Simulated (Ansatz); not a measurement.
**HCl (SMILES Cl) at 6 levels**

Aim: a comparison of 6 runs (HF/3-21G, BLYP/6-31G*, r2SCAN0/6-31G*, revPBE/6-31G*, CCSDT(Q)/6-31G*, CCSD/6-31G*) of HCl. 

The calculation is run with Ansatz 0.2.0.

56 further runs of the same task are left out: 2 that didn't finish, 54 set aside as unsound or not needed.

## 1. Starting point

HCl: 2 atoms, total charge 0, spin state singlet. As SMILES, `Cl`. The H2–Cl1 distance was set to 3.197 Å, away from the relaxed value.

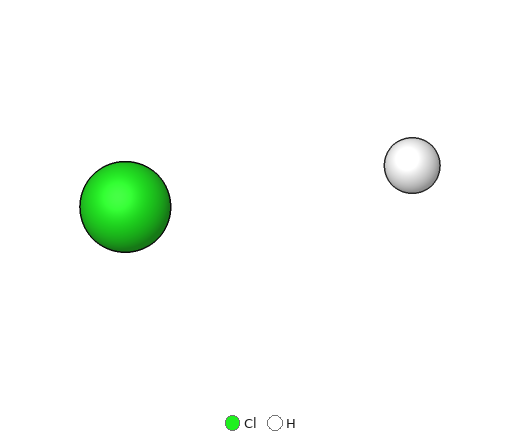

Viewed from a chosen angle; chlorine green, hydrogen white.

## 2. The energy at HF/3-21G (run 1)

File input.yaml:

```yaml
crystal:
  periodic: [false, false, false]
  atoms:
    - {symbol: Cl, position_ang: [2.184018, -0.714006, 1.123209]}
    - {symbol: H, position_ang: [-0.546000, 0.178500, -0.280800]}
basis:
  gaussian: {orbitals: 3-21G.json}
hamiltonian: {xc: hf}
accuracy: high
```

The basis set 3-21G is read from a file made from the Basis Set Exchange's data (not shown).

On the command line:

```bash
ansatz run input.yaml --threads 1 --pin off --max-ram 2610MiB --events-out events.jsonl --progress --plain --runs-dir runs
```

Output:

```text
Warning: RAYON_NUM_THREADS=1 ignored (pool sized by the plan → 1); use --threads N
Functional definition: HF
  name "HF"
  exchange = exact_x
  correlation = 0
248 factors; integrals over basis functions are off by at most 4.4e-9 eV
mean field evaluation 1: about -12449.1172 eV, gradient 1.9e1 eV
mean field evaluation 2: about -12449.1174 eV, gradient 1.9e1 eV
mean field evaluation 4: about -12452.5602 eV, gradient 4.2e0 eV
mean field evaluation 8: about -12452.6355 eV, gradient 2.9e-1 eV
mean field evaluation 16: about -12448.6619 eV, gradient 2.3e1 eV
mean field -12452.63471136 eV, -457.6258849436 hartree, gradient 3.1e-8 eV, S^2 0.000000; 0 other end points of the search recorded, 0 dependent functions left out
reference -12452.63471136 eV, -457.6258849436 hartree; 9, 9 occupied and 6, 6 virtual orbitals, 248 factors
Total energy: -12452.63471136 eV, -457.6258849436 hartree
```

It took 0.08 s on 1 thread of Arm Neoverse V2, shared host.

## 3. The energy at BLYP/6-31G(d) (spherical functions) (run 2)

File input.yaml:

```yaml
basis:
  gaussian:
    orbitals: 6-31G_st_-spherical.json
crystal:
  periodic: [false, false, false]
  atoms:
    - {symbol: Cl, position_ang: [2.184018, -0.714006, 1.123209]}
    - {symbol: H, position_ang: [-0.546000, 0.178500, -0.280800]}
hamiltonian:
  xc: {name: BLYP}
accuracy: high
```

The basis set 6-31G* is read from a file made from the Basis Set Exchange's data (not shown).

On the command line:

```bash
ansatz run input.yaml --threads 1 --pin off --max-ram 2610MiB --events-out events.jsonl --progress --plain --runs-dir runs
```

Output:

```text
Warning: RAYON_NUM_THREADS=1 ignored (pool sized by the plan → 1); use --threads N
Functional definition: BLYP
  name "BLYP"
  parameter beta = 0.0042
  parameter a = 0.04918
  parameter b = 0.132
  parameter c = 0.2533
  parameter d = 0.349
  exchange = b88_x(beta = beta)
  correlation = lyp_c(a = a, b = b, c = c, d = d)
309 factors; integrals over basis functions are off by at most 3.1e-9 eV
mean field evaluation 1: about -12526.6873 eV, gradient 2.5e1 eV
mean field evaluation 2: about -12508.4654 eV, gradient 6.5e1 eV
mean field evaluation 4: about -12532.1580 eV, gradient 1.1e1 eV
mean field evaluation 8: about -12532.1584 eV, gradient 1.1e1 eV
mean field evaluation 16: about -12533.2120 eV, gradient 1.3e-8 eV
mean field -12533.21197693 eV, -460.5870448360 hartree, gradient 1.9e-8 eV, S^2 0.000000; 1 other end points of the search recorded, 0 dependent functions left out
reference -12533.21201722 eV, -460.5870463165 hartree; 9, 9 occupied and 11, 11 virtual orbitals, 309 factors
Total energy: -12533.21201722 eV, -460.5870463165 hartree
```

Run time: 0.52 s. Hardware: 1 thread of Arm Neoverse V2, shared host.

Runs 3 to 5 aren't shown in full; the table further down has their settings and results.

## 4. The energy at CCSD/6-31G(d) (spherical functions) (run 6)

File run.yaml:

```yaml
crystal:
  periodic: [false, false, false]
  atoms:
    - {symbol: Cl, position_ang: [2.184018, -0.714006, 1.123209]}
    - {symbol: H, position_ang: [-0.546000, 0.178500, -0.280800]}
basis:
  gaussian:
    orbitals: 6-31G_st_-spherical.json
magnetization:
  spin_polarized: false
correlation:
  method: ccsd
  frozen_orbitals: {Cl: 5, H: 0}
accuracy: high
scf:
  omitted_lower_state_checks: [cluster_reference, increment]
```

The basis set 6-31G* is read from a file made from the Basis Set Exchange's data (not shown).

On the command line:

```bash
ansatz run run.yaml --threads 1 --pin off --max-ram 2610MiB --events-out events.jsonl --progress --plain --runs-dir runs
```

Output:

```text
Warning: RAYON_NUM_THREADS=1 ignored (pool sized by the plan → 1); use --threads N
[... 4 set-up lines as earlier in the session ...]
these checks for a lower state are left out or cut short: cluster_reference, increment
309 factors; integrals over basis functions are off by at most 3.1e-9 eV
mean field evaluation 1: about -12508.1297 eV, gradient 1.8e1 eV
mean field evaluation 2: about -12508.1314 eV, gradient 1.8e1 eV
mean field evaluation 4: about -12511.5989 eV, gradient 4.8e0 eV
mean field evaluation 8: about -12511.6954 eV, gradient 3.2e-1 eV
mean field evaluation 16: about -12511.6945 eV, gradient 1.3e-7 eV
mean field evaluation 32: about -12509.7339 eV, gradient 3.3e0 eV
mean field -12511.69449449 eV, -459.7962919414 hartree, gradient 1.0e-8 eV, S^2 0.000000; 3 other end points of the search recorded, 0 dependent functions left out; unrestricted orbitals would lower it
5 core orbitals not correlated: weight in the atoms' cores, before any rotation towards them, 1.000 or more for the frozen orbitals, at most 0.000 for the correlated occupied ones
reference -12511.69449449 eV, -459.7962919414 hartree; 4, 4 occupied and 11, 11 virtual orbitals, 309 factors
second order -5.46693258 eV of doubles, -0.00000000 eV of singles
cycle   1  -4.88868510 eV  change    -1.2e0 eV  update   1.4e-1
cycle   2  -5.45686388 eV  change   -5.7e-1 eV  update   1.1e-1
cycle   3  -5.81992102 eV  change   -3.6e-1 eV  update   9.3e-2
cycle   4  -6.08632349 eV  change   -2.7e-1 eV  update   7.6e-2
cycle   5  -6.29030626 eV  change   -2.0e-1 eV  update   6.1e-2
cycle   6  -6.99387745 eV  change   -7.0e-1 eV  update   4.8e-2
cycle   7  -7.00984092 eV  change   -1.6e-2 eV  update   1.0e-2
cycle   8  -6.90205012 eV  change    1.1e-1 eV  update   1.3e-2
cycle   9  -6.92083377 eV  change   -1.9e-2 eV  update   2.5e-3
cycle  10  -6.92390092 eV  change   -3.1e-3 eV  update   4.8e-4
cycle  11  -6.92409752 eV  change   -2.0e-4 eV  update   6.1e-5
cycle  12  -6.92405178 eV  change    4.6e-5 eV  update   1.6e-5
cycle  13  -6.92410069 eV  change   -4.9e-5 eV  update   7.2e-6
cycle  14  -6.92410998 eV  change   -9.3e-6 eV  update   2.0e-6
cycle  15  -6.92409930 eV  change    1.1e-5 eV  update   1.1e-6
cycle  16  -6.92409846 eV  change    8.4e-7 eV  update   2.6e-7
cycle  17  -6.92409951 eV  change   -1.0e-6 eV  update   1.1e-7
cycle  18  -6.92409653 eV  change    3.0e-6 eV  update   6.4e-7
cycle  19  -6.92409169 eV  change    4.8e-6 eV  update   4.2e-7
cycle  20  -6.92409138 eV  change    3.1e-7 eV  update   3.5e-8
cycle  21  -6.92409135 eV  change    3.1e-8 eV  update   6.0e-9
cycle  22  -6.92409134 eV  change    4.1e-9 eV  update   1.9e-9
cycle  23  -6.92409134 eV  change   9.4e-10 eV  update  7.1e-10
cycle  24  -6.92409134 eV  change   7.9e-10 eV  update  2.2e-10
cycle  25  -6.92409134 eV  change   1.1e-10 eV  update  7.9e-11
WARN: these amplitudes may be one of several solutions (largest doubles amplitude 0.75, level shift 8.17 eV)
Total energy: -12518.61858583 eV, -460.0507476049 hartree
Checks for a lower state left out: cluster_reference, increment
```

Run time: 0.2 s. Hardware: 1 thread of Arm Neoverse V2, shared host.

## 5. All runs side by side

```csv
run,level,frozen core orbitals,energy (Eh),wall time
1,HF/3-21G,–,-457.625885,0.08 s
2,BLYP/6-31G* (spherical functions),–,-460.587046,0.52 s
3,r2SCAN0/6-31G* (spherical functions),–,-460.520665,1.2 s
4,revPBE/6-31G* (spherical functions),–,-460.506052,0.56 s
5,CCSDT(Q)/6-31G* (spherical functions),5,-460.068789,0.54 s
6,CCSD/6-31G* (spherical functions),5,-460.050748,0.2 s
```

## 6. Outcome

| quantity | value |
| --- | --- |
| run 6: total energy | -460.05075 Eh |
| run 6: correlation energy (5 core orbitals frozen) | -254.5 mEh |
| run 6: T1 diagnostic | 0.073 |

In words: Totals of different functionals can't be ranked against each other. In run 6 the T1 diagnostic is large, so a single reference may not serve. In runs 5, 6 the log says that unrestricted orbitals would lower the reference, so the values rest on an unstable closed-shell determinant (other closed-shell runs at this shape may share the fault). In runs 1, 2, 3, 4, 6 a closed-shell determinant meets a far-stretched bond, which it describes badly. All runs together took 3.1 s, the longest 1.2 s.
